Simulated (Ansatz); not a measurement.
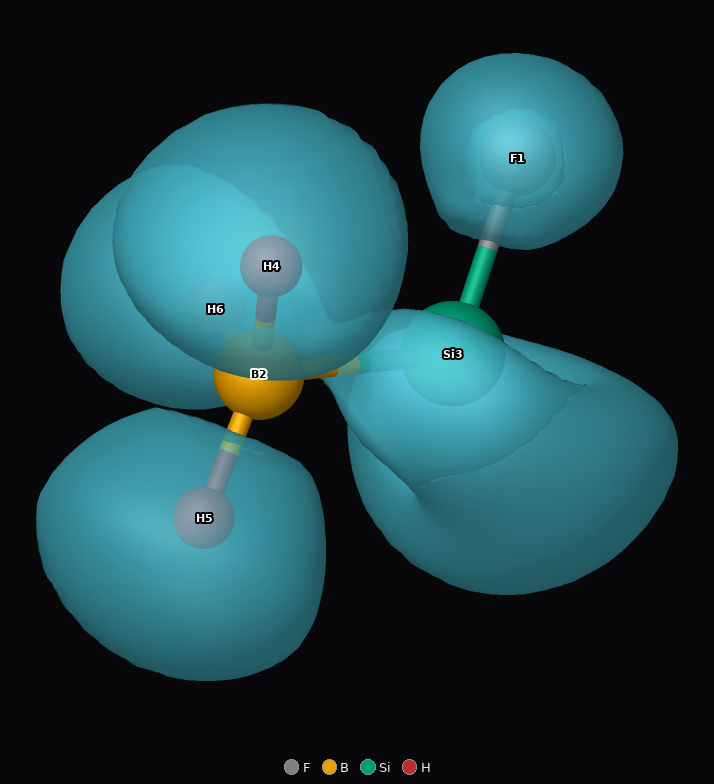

The picture shows: BFH3Si (doublet). Isosurface of the electron localisation function at 0.75 (cyan), seen at an oblique angle. Only the valence region is drawn (cores and ρ < 0.01 e/Å³ removed).

Geometry: PBE0-D4/def2-TZVP.

All numbers below come from UKS PBE0-D4/def2-TZVPP (Ansatz 0.2.0).

Input

```
crystal:
  periodic: [false, false, false]
  atoms:
    - {symbol: F, position_ang: [-0.921969, -1.946075, 0.923482]}
    - {symbol: B, position_ang: [0.107854, 0.489790, -0.408407]}
    - {symbol: Si, position_ang: [0.436081, -1.249384, 0.443160]}
    - {symbol: H, position_ang: [-0.954704, 0.481723, -0.958170]}
    - {symbol: H, position_ang: [1.092860, 1.060816, -0.759337]}
    - {symbol: H, position_ang: [-0.014373, 0.517029, 0.865190]}
basis:
  gaussian: {orbitals: def2-TZVPP}
magnetization: {spin_polarized: true, initial_magnetization: 1}
hamiltonian: {xc: pbe0, dispersion: d4}
output: {orbitals: {seedname: orbitals}}
```

Launched as:

```sh
ansatz run in.yaml --threads 2 --pin off --events-out ev --progress --plain --max-ram 4352MiB
```

Where are the electrons localised?

Answer. At this value the surface marks out two regions around hydrogen nuclei, one region wrapped around F (its lone pairs, merged into a ring or cap) and one joined region spread over several atoms (H, Si), in which their bonds and any lone pairs are merged. Along the contacts the grid gives the following. Si–F (1.60 Å): the ELF peaks at about 0.85 in the valence shell of F, 0.6 Å from its nucleus, and is about 0.50 at the midpoint. Si–B (1.96 Å): the ELF peaks at about 0.80 between the atoms, as expected for localised, covalent bonding.
